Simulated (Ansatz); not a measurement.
# AlRu (Pm-3m): the Drude term of Re ε in the infrared

Re ε of AlRu (Pm-3m) at low photon energies is read from one computed spectrum; the carriers' damping was typed as γ = 0.1 eV.

Cell: a, b, c = 2.992, 2.992, 2.992 Å (primitive vectors), 2 atoms.

Method: Ansatz 0.2.0, PBE, independent particles, k-mesh 12×12×12 with interpolation inside its cells, Gaussian parameter 0.15 eV.

Launch of the response step: `ansatz run input.yaml --threads 4 --pin off --max-ram 8192MiB --backend cpu --events-out ev --progress --plain --runs-dir out`. The run took 8 s, on 4 threads of Intel(R) Xeon(R) 6975P-C (Granite Rapids), on a shared host.

| photon energy E (eV) | wavelength (µm) | Re ε |
| --- | --- | --- |
| 0.25 | 4.96 | -808.9 |
| 0.30 | 4.13 | ? |
| 0.35 | 3.54 | -456.6 |
| 0.40 | 3.10 | -360.9 |
| 0.50 | 2.48 | -238.2 |
| 0.60 | 2.07 | -165.3 |
| 0.70 | 1.77 | -119.3 |

A Drude term over a constant background gives Re ε = ε_b − ωp²/(E² + γ²), linear in 1/(E² + γ²).

Working, on the rows shown:

| x = 1/(E² + γ²) (eV⁻²) | y = Re ε |
| --- | --- |
| 13.7931 | -808.9 |
| 7.54717 | -456.6 |
| 5.88235 | -360.9 |
| 3.84615 | -238.2 |
| 2.7027 | -165.3 |
| 2 | -119.3 |

Means: x̄ = 5.9619, ȳ = -358.2. Σ(x − x̄)(y − ȳ) = -5514, Σ(x − x̄)² = 94.64. Slope = -5514 / 94.64 = -58.27; intercept = ȳ − slope · x̄ = -10.827. The line misses the rows shown by at most 8.1.

**Question.** Predict the last column of the withheld row from the fit.

**Answer.** At x = 10 the line gives y = -593.48. The run gave -594.9, so the interpolation is off by 1.4, 0.2 % of the range in the table.

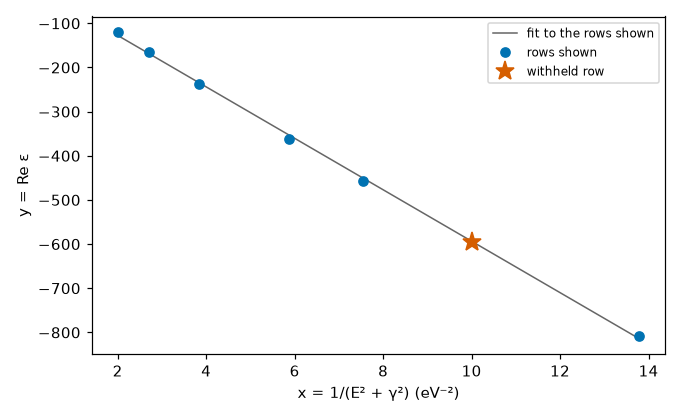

Refitted with all rows, the slope is -58.31 and the intercept -10.734. These give ωp = √(−slope) = 7.64 eV, against 7.75 eV from the program's Fermi-surface sum, and an intercept of -10.7. Taking the program's Drude term off the rows leaves 19 at the lowest energy and 1 at the highest, so the background isn't constant: interband transitions lie in or near the window, and neither fitted number can be trusted. The values come from a sum over the points of one k-mesh and carry its error, which is largest for Fermi-surface quantities. Spin-orbit coupling is left out.
